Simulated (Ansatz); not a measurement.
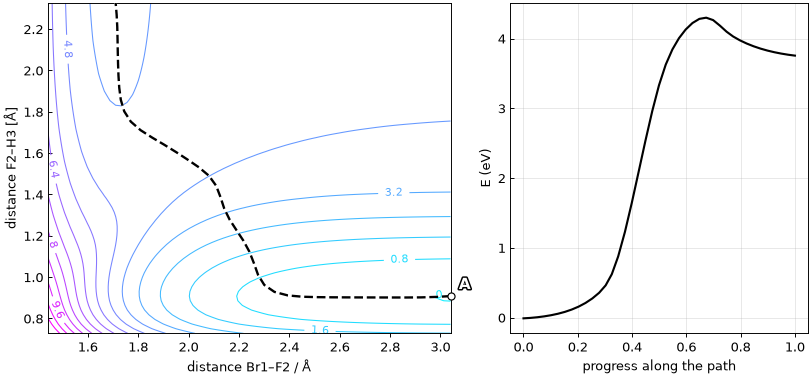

The system Br + FH, spin multiplicity 2. First axis: distance Br1–F2. Second axis: distance F2–H3. Nothing is relaxed (the angle Br1–F2–H3 is fixed at 180 degrees). The scan uses a 15 × 15 grid. Energies: eV, counted from Br far from the relaxed FH (each part in its own basis). In part of the range the unrestricted reference is strongly spin-contaminated. Theory: UHF/def2-TZVPD (Ansatz 0.2.0).

In the figure: contour lines labelled in eV (none above 11.2), a line along the lowest path, the energy along the path at the right, the start A. Between grid points the surface is interpolated.

Q: Describe the path and its barrier.

A: The easiest path runs from the side where the first distance is long, about distance Br1–F2 = 3.04 Å, distance F2–H3 = 0.91 Å, to the side where the second distance is long, about distance Br1–F2 = 1.71 Å, distance F2–H3 = 2.33 Å. Its highest point, at about distance Br1–F2 = 1.90 Å, distance F2–H3 = 1.64 Å, lies about 4.3 eV above the start and 0.54 eV above the end on the interpolated surface. An end on the edge of the scan is no minimum, so the barrier from there is a lower bound.
